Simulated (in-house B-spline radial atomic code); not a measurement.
# Mo⁴⁺: excited configurations

How much energy does it take to promote electrons of Mo⁴⁺ to other shells? Each configuration is solved by itself and compared with the reference.

Method: scalar-relativistic (spin-free one-electron X2C) B97-1, spin-polarised, spherical density, exact exchange averaged over the configuration, Fermi nucleus, basis-set limit. Code: in-house B-spline radial atomic code version 1.

## 1. The atom as given

- element: molybdenum (Z = 42)
- charge: +4
- electrons: 38
- configuration: [Kr] 4d2
- Hamiltonian: scalar-relativistic (X2C)
- nucleus: Fermi, rms radius 4.409 fm

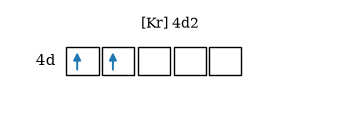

Occupation of the outer shells (arrows by Hund's rule).

Where spins are not typed, each open shell is filled with up spins first.

The run's settings:

```ini
Z = 42
electrons = 38.0
configuration = [Kr] 4d2
hamiltonian = x2c
method = b97_1
spin_polarised = True
nucleus = fermi
rms_radius = 4.4091
mass_number = 98
atomic_mass = 97.905403609
speed_of_light = 137.035999084
exact_exchange = averaged over the configuration
```

From the earlier run of the reference: total energy -4044.884793 hartree. Levels, eight at most:

```
orbital  occupation  energy (eV)  <r> (bohr)
3p down           3      -436.96      0.4298
  3d up           5      -276.31      0.4146
3d down           5      -275.91      0.4145
  4s up           1      -115.54       1.090
4s down           1      -113.68       1.088
  4p up           3      -87.852       1.194
4p down           3      -85.756       1.194
  4d up           2      -48.497       1.507
```

## 2. Configuration [Ar] 3d9 4s2 4p6 4d2 5d1

The settings differ from step 1 so:

```diff
@@ -2,3 +2,3 @@
 electrons = 38.0
-configuration = [Kr] 4d2
+configuration = [Ar] 3d9 4s2 4p6 4d2 5d1
 hamiltonian = x2c
```

The run is started by

```
python run_scf.py task.json out
```

One command runs all members of the session, one after another, from task.json.

From the run's result record (rounded, not every field):

```text
{
  "status": "converged",
  "scf [iteration, energy, orbital gradient]": [
    [1, -4026.59290458, 0.571],
    [2, -4032.91131273, 0.311],
    [3, -4035.07321016, 0.0758],
    [4, -4035.20868816, 0.0225],
    [5, -4035.21816456, 0.00813],
    [6, -4035.22012666, 0.00105],
    [7, -4035.22015404, 0.000217],
    [8, -4035.2201558, 3.87e-05],
    [9, -4035.22015585, 3.48e-06],
    [10, -4035.22015586, 3.15e-07]
  ],
  "energy [hartree]": {"total": -4035.22015585, "kinetic": 4184.76937462, "nuclear": -9650.28201721, "coulomb": 1551.47813411, "exact_exchange": -24.7627757383, "xc": -96.4228716325},
  "orbitals [hartree, bohr; first row names the columns]": [
    ["name", "occ", "eps", "<r>"],
    ["1s up", 1.0, -732.91673, 0.034672],
    ["1s down", 1.0, -732.91584, 0.034672],
    ["2s up", 1.0, -106.97024, 0.15326],
    ["2s down", 1.0, -106.88033, 0.15318],
    ["2p up", 3.0, -95.940335, 0.13378],
    ["2p down", 3.0, -95.866293, 0.13369],
    ["3s up", 1.0, -20.837026, 0.42457],
    ["3s down", 1.0, -20.731445, 0.42489],
    ["3p up", 3.0, -17.202394, 0.42514],
    ["3p down", 3.0, -17.085094, 0.4256],
    ["3d up", 5.0, -11.334876, 0.40629],
    ["3d down", 4.0, -11.220874, 0.40711],
    ["4s up", 1.0, -4.7474304, 1.0544],
    ["4s down", 1.0, -4.6541478, 1.055],
    ["4p up", 3.0, -3.6837959, 1.1423],
    ["4p down", 3.0, -3.5843497, 1.1456],
    ["4d up", 2.0, -2.1402481, 1.3778],
    ["5d up", 1.0, -0.88190077, 3.4901]
  ],
  "sum_r [bohr^k]": {"-1": 232.9556, "1": 23.45867, "2": 32.99909},
  "energy_minus_base [hartree]": 9.66463703
}
```

It took 0.52 s on 1 thread, shared host.

energy_minus_base is the energy less that of the reference run.

## 3. Run with [Ar] 3d10 4s2 4p5 4d2 5s1

The settings differ from step 2 so:

```diff
@@ -2,3 +2,3 @@
 electrons = 38.0
-configuration = [Ar] 3d9 4s2 4p6 4d2 5d1
+configuration = [Ar] 3d10 4s2 4p5 4d2 5s1
 hamiltonian = x2c
```

Result record:

```text
{
  "status": "converged",
  "scf [iteration, energy, orbital gradient]": [
    [1, -4037.23516393, 0.51],
    [2, -4041.61283808, 0.26],
    [3, -4043.01643212, 0.054],
    [4, -4043.09646946, 0.0173],
    [5, -4043.10208069, 0.00622],
    [6, -4043.10319673, 0.00144],
    [7, -4043.10321219, 7.81e-05],
    [8, -4043.10321231, 6.65e-06],
    [9, -4043.10321231, 4.02e-07]
  ],
  "energy [hartree]": {"total": -4043.10321231, "kinetic": 4192.3685601, "nuclear": -9691.88765137, "coulomb": 1578.95295853, "exact_exchange": -25.2012347715, "xc": -97.3358448045},
  "orbitals [hartree, bohr; first row names the columns]": [
    ["name", "occ", "eps", "<r>"],
    ["1s up", 1.0, -731.90253, 0.03467],
    ["1s down", 1.0, -731.89193, 0.03467],
    ["2s up", 1.0, -105.8416, 0.15326],
    ["2s down", 1.0, -105.81944, 0.15325],
    ["2p up", 3.0, -94.821614, 0.13377],
    ["2p down", 3.0, -94.799176, 0.13377],
    ["3s up", 1.0, -20.020265, 0.42799],
    ["3s down", 1.0, -20.000072, 0.42793],
    ["3p up", 3.0, -16.386483, 0.42971],
    ["3p down", 3.0, -16.363492, 0.42968],
    ["3d up", 5.0, -10.474534, 0.41432],
    ["3d down", 5.0, -10.446723, 0.41391],
    ["4s up", 1.0, -4.5153276, 1.0765],
    ["4s down", 1.0, -4.3542213, 1.0769],
    ["4p up", 3.0, -3.4767512, 1.1747],
    ["4p down", 2.0, -3.3327393, 1.1766],
    ["4d up", 2.0, -1.9863658, 1.4503],
    ["5s up", 1.0, -1.4799464, 2.4403]
  ],
  "sum_r [bohr^k]": {"-1": 233.9458, "1": 22.12535, "2": 25.93412},
  "energy_minus_base [hartree]": 1.78158058
}
```

It took 0.45 s on 1 thread, shared host.

## 4. Run with [Kr] 4d1 5d1

The settings differ from step 3 so:

```diff
@@ -2,3 +2,3 @@
 electrons = 38.0
-configuration = [Ar] 3d10 4s2 4p5 4d2 5s1
+configuration = [Kr] 4d1 5d1
 hamiltonian = x2c
```

Result record:

```text
{
  "status": "converged",
  "scf [iteration, energy, orbital gradient]": [
    [1, -4038.16461076, 0.495],
    [2, -4042.43407797, 0.24],
    [3, -4043.72352883, 0.0684],
    [4, -4043.81890321, 0.0398],
    [5, -4043.82434208, 0.0151],
    [6, -4043.82698745, 0.00484],
    [7, -4043.82770405, 0.00102],
    [8, -4043.82778916, 0.000345],
    [9, -4043.82781376, 0.000203],
    [10, -4043.82782364, 3.34e-05],
    [11, -4043.82782382, 7e-06],
    [12, -4043.82782383, 1.47e-06],
    [13, -4043.82782383, 7.71e-07],
    [14, -4043.82782383, 1.09e-06],
    [15, -4043.82782383, 3.04e-06],
    [16, -4043.82782383, 2.49e-06],
    [17, -4043.82782383, 2.68e-06],
    [18, -4043.82782383, 2.71e-06],
    [19, -4043.82782383, 8.49e-07],
    [20, -4043.82782383, 1.13e-06],
    [21, -4043.82782383, 1.2e-06],
    [22, -4043.82782383, 1.2e-06],
    [23, -4043.82782383, 1.18e-06],
    [24, -4043.82782383, 1.13e-06],
    [25, -4043.82782383, 1.38e-06],
    [26, -4043.82782383, 9.67e-07],
    [27, -4043.82782383, 1.58e-06],
    [28, -4043.82782383, 1.08e-06],
    [29, -4043.82782383, 1.25e-06],
    [30, -4043.82782383, 3.19e-06],
    [31, -4043.82782383, 3.47e-06],
    [32, -4043.82782383, 2.83e-06],
    [33, -4043.82782383, 9.99e-07],
    [34, -4043.82782383, 1.26e-06],
    [35, -4043.82782383, 2.98e-06],
    [36, -4043.82782383, 3.07e-06],
    [37, -4043.82782383, 8.05e-07],
    [38, -4043.82782383, 1.26e-06],
    [39, -4043.82782383, 3.01e-07]
  ],
  "energy [hartree]": {"total": -4043.82782383, "kinetic": 4193.09931649, "nuclear": -9692.70153166, "coulomb": 1578.38243874, "exact_exchange": -25.2878895208, "xc": -97.3201578815},
  "orbitals [hartree, bohr; first row names the columns]": [
    ["name", "occ", "eps", "<r>"],
    ["1s up", 1.0, -731.87407, 0.034671],
    ["1s down", 1.0, -731.8741, 0.034671],
    ["2s up", 1.0, -105.84091, 0.15327],
    ["2s down", 1.0, -105.83244, 0.15326],
    ["2p up", 3.0, -94.817617, 0.13378],
    ["2p down", 3.0, -94.810606, 0.13377],
    ["3s up", 1.0, -20.023018, 0.42803],
    ["3s down", 1.0, -20.018604, 0.42801],
    ["3p up", 3.0, -16.38962, 0.42971],
    ["3p down", 3.0, -16.384386, 0.42966],
    ["3d up", 5.0, -10.477213, 0.41432],
    ["3d down", 5.0, -10.46773, 0.41429],
    ["4s up", 1.0, -4.515792, 1.0798],
    ["4s down", 1.0, -4.4736288, 1.0791],
    ["4p up", 3.0, -3.4808344, 1.1763],
    ["4p down", 3.0, -3.4346529, 1.1771],
    ["4d up", 1.0, -1.7058349, 2.3288],
    ["5d up", 1.0, -1.1428641, 2.6862]
  ],
  "sum_r [bohr^k]": {"-1": 233.964, "1": 22.98963, "2": 32.59771},
  "energy_minus_base [hartree]": 1.05696906
}
```

Run time: 1.7 s. Hardware: 1 thread, shared host.

## 5. Configuration [Ar] 3d10 4s2 4p5 4d3

The settings differ from step 4 so:

```diff
@@ -2,3 +2,3 @@
 electrons = 38.0
-configuration = [Kr] 4d1 5d1
+configuration = [Ar] 3d10 4s2 4p5 4d3
 hamiltonian = x2c
```

Result record:

```text
{
  "status": "converged",
  "scf [iteration, energy, orbital gradient]": [
    [1, -4037.49046021, 0.51],
    [2, -4041.79566242, 0.271],
    [3, -4043.46369461, 0.0595],
    [4, -4043.551931, 0.0208],
    [5, -4043.55751075, 0.00737],
    [6, -4043.55874331, 0.00161],
    [7, -4043.55876244, 9.09e-05],
    [8, -4043.55876253, 2.03e-05],
    [9, -4043.55876253, 8.3e-07],
    [10, -4043.55876253, 1.81e-08]
  ],
  "energy [hartree]": {"total": -4043.55876253, "kinetic": 4192.70388204, "nuclear": -9700.11318895, "coulomb": 1586.73118566, "exact_exchange": -25.2764426918, "xc": -97.604198585},
  "orbitals [hartree, bohr; first row names the columns]": [
    ["name", "occ", "eps", "<r>"],
    ["1s up", 1.0, -731.69051, 0.03467],
    ["1s down", 1.0, -731.68276, 0.03467],
    ["2s up", 1.0, -105.61666, 0.15327],
    ["2s down", 1.0, -105.59115, 0.15325],
    ["2p up", 3.0, -94.597887, 0.13378],
    ["2p down", 3.0, -94.572384, 0.13376],
    ["3s up", 1.0, -19.804799, 0.42812],
    ["3s down", 1.0, -19.784862, 0.42801],
    ["3p up", 3.0, -16.172778, 0.42984],
    ["3p down", 3.0, -16.148208, 0.42979],
    ["3d up", 5.0, -10.261699, 0.41455],
    ["3d down", 5.0, -10.228944, 0.41415],
    ["4s up", 1.0, -4.3457115, 1.0856],
    ["4s down", 1.0, -4.1654305, 1.0845],
    ["4p up", 3.0, -3.3241852, 1.1864],
    ["4p down", 2.0, -3.1546712, 1.1911],
    ["4d up", 3.0, -1.8506528, 1.4805]
  ],
  "sum_r [bohr^k]": {"-1": 234.1405, "1": 21.30989, "2": 22.2662},
  "energy_minus_base [hartree]": 1.32603036
}
```

Run time: 0.47 s. Hardware: 1 thread, shared host.

## 6. Run with [Kr] 4d1 5p1

The settings differ from step 5 so:

```diff
@@ -2,3 +2,3 @@
 electrons = 38.0
-configuration = [Ar] 3d10 4s2 4p5 4d3
+configuration = [Kr] 4d1 5p1
 hamiltonian = x2c
```

Result record:

```text
{
  "status": "converged",
  "scf [iteration, energy, orbital gradient]": [
    [1, -4038.64107667, 0.492],
    [2, -4042.84443022, 0.238],
    [3, -4044.12709238, 0.0558],
    [4, -4044.20088862, 0.0187],
    [5, -4044.20621467, 0.00561],
    [6, -4044.20721849, 0.00136],
    [7, -4044.20723261, 7.46e-05],
    [8, -4044.20723269, 7.98e-06],
    [9, -4044.20723269, 5.07e-07],
    [10, -4044.20723269, 2.36e-08]
  ],
  "energy [hartree]": {"total": -4044.20723269, "kinetic": 4193.49666876, "nuclear": -9696.07485833, "coulomb": 1581.0170368, "exact_exchange": -25.2881316818, "xc": -97.3579482382},
  "orbitals [hartree, bohr; first row names the columns]": [
    ["name", "occ", "eps", "<r>"],
    ["1s up", 1.0, -731.79596, 0.034671],
    ["1s down", 1.0, -731.79446, 0.034671],
    ["2s up", 1.0, -105.7689, 0.15327],
    ["2s down", 1.0, -105.76093, 0.15326],
    ["2p up", 3.0, -94.745429, 0.13378],
    ["2p down", 3.0, -94.737989, 0.13377],
    ["3s up", 1.0, -19.952494, 0.42805],
    ["3s down", 1.0, -19.947196, 0.42802],
    ["3p up", 3.0, -16.319361, 0.42972],
    ["3p down", 3.0, -16.312925, 0.42968],
    ["3d up", 5.0, -10.406413, 0.41437],
    ["3d down", 5.0, -10.396826, 0.4143],
    ["4s up", 1.0, -4.4490981, 1.0806],
    ["4s down", 1.0, -4.406031, 1.0799],
    ["4p up", 3.0, -3.4153965, 1.179],
    ["4p down", 3.0, -3.3682065, 1.179],
    ["4d up", 1.0, -1.9452763, 1.468],
    ["5p up", 1.0, -1.2062719, 2.7938]
  ],
  "sum_r [bohr^k]": {"-1": 234.0443, "1": 22.25256, "2": 27.27054},
  "energy_minus_base [hartree]": 0.677560195
}
```

Run time: 0.49 s. Hardware: 1 thread, shared host.

## 7. Run with [Ar] 3d9 4s2 4p6 4d2 4f1

The settings differ from step 6 so:

```diff
@@ -2,3 +2,3 @@
 electrons = 38.0
-configuration = [Kr] 4d1 5p1
+configuration = [Ar] 3d9 4s2 4p6 4d2 4f1
 hamiltonian = x2c
```

Result record:

```text
{
  "status": "converged",
  "scf [iteration, energy, orbital gradient]": [
    [1, -4026.4892989, 0.573],
    [2, -4032.26576897, 0.313],
    [3, -4035.03036309, 0.0664],
    [4, -4035.17357108, 0.0167],
    [5, -4035.17899774, 0.00814],
    [6, -4035.18104094, 0.000962],
    [7, -4035.18105748, 0.000165],
    [8, -4035.18105798, 1.15e-05],
    [9, -4035.18105798, 1.12e-06],
    [10, -4035.18105798, 1.46e-08]
  ],
  "energy [hartree]": {"total": -4035.18105798, "kinetic": 4184.72320202, "nuclear": -9653.30230525, "coulomb": 1554.65020951, "exact_exchange": -24.7665167657, "xc": -96.4856475018},
  "orbitals [hartree, bohr; first row names the columns]": [
    ["name", "occ", "eps", "<r>"],
    ["1s up", 1.0, -732.84488, 0.034672],
    ["1s down", 1.0, -732.8442, 0.034672],
    ["2s up", 1.0, -106.89502, 0.15325],
    ["2s down", 1.0, -106.80709, 0.15318],
    ["2p up", 3.0, -95.865876, 0.13378],
    ["2p down", 3.0, -95.793555, 0.13369],
    ["3s up", 1.0, -20.750861, 0.4245],
    ["3s down", 1.0, -20.645774, 0.42481],
    ["3p up", 3.0, -17.116227, 0.42505],
    ["3p down", 3.0, -16.999519, 0.4255],
    ["3d up", 5.0, -11.249336, 0.40615],
    ["3d down", 4.0, -11.136654, 0.40693],
    ["4s up", 1.0, -4.6520636, 1.0564],
    ["4s down", 1.0, -4.5571686, 1.0556],
    ["4p up", 3.0, -3.591581, 1.1468],
    ["4p down", 3.0, -3.4883241, 1.1476],
    ["4d up", 2.0, -2.0600703, 1.399],
    ["4f up", 1.0, -0.79892285, 2.6184]
  ],
  "sum_r [bohr^k]": {"-1": 233.0275, "1": 22.6492, "2": 27.77231},
  "energy_minus_base [hartree]": 9.7037349
}
```

It took 0.55 s on 1 thread, shared host.

## 8. All configurations in order

| net move | configuration | 2|M_S|+1 | energy above the reference (eV) | largest <r> (bohr) |
| --- | --- | --- | --- | --- |
| 4d → 5p | [Kr] 4d1 5p1 | 3 | 18.437 | 2.79 |
| 4d → 5d | [Kr] 4d1 5d1 | 3 | 28.762 | 2.69 |
| 4p → 4d | [Ar] 3d10 4s2 4p5 4d3 | 5 | 36.083 | 1.48 |
| 4p → 5s | [Ar] 3d10 4s2 4p5 4d2 5s1 | 5 | 48.479 | 2.44 |
| 3d → 5d | [Ar] 3d9 4s2 4p6 4d2 5d1 | 5 | 262.99 | 3.49 |
| 3d → 4f | [Ar] 3d9 4s2 4p6 4d2 4f1 | 5 | 264.05 | 2.62 |

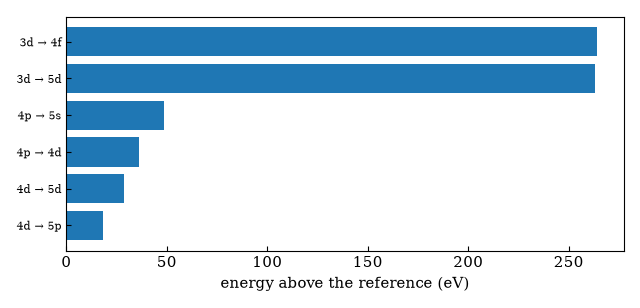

The configurations in order of energy, labelled by the net move of electrons.

What this shows: At the bottom stands 4d → 5p (18.437 eV), at the top 3d → 4f (264.05 eV). 2 of them lie more than 60 % above minus the reference's highest level (48.497 eV), in the range where a state can decay by emitting an electron. Two partly filled shells share a symmetry and can mix in the average, which may lower the energy, for: 4d → 5d; 3d → 5d. The reference has 2|M_S|+1 = 3; 4 of the configurations differ from it in spin. These are spherical averages at the typed spins, not spectroscopic levels.
